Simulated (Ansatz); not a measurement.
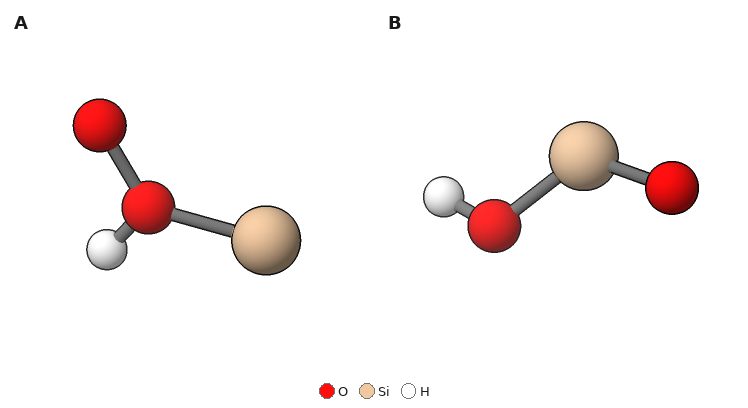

2 stationary structures of one formula. The species is neutral and a spin doublet. Geometries: PBE-D4/def2-SVP. Electronic energies: PBE-D4/def2-SVP (Ansatz 0.2.0), without zero-point energy. No frequency run is at hand to confirm each as a minimum.

### Rank them by energy, lowest first.

B is lowest (Cs); A lies 5.804 eV above it (Cs).

The determinant isn't a pure spin state (⟨S²⟩ up to 0.88).
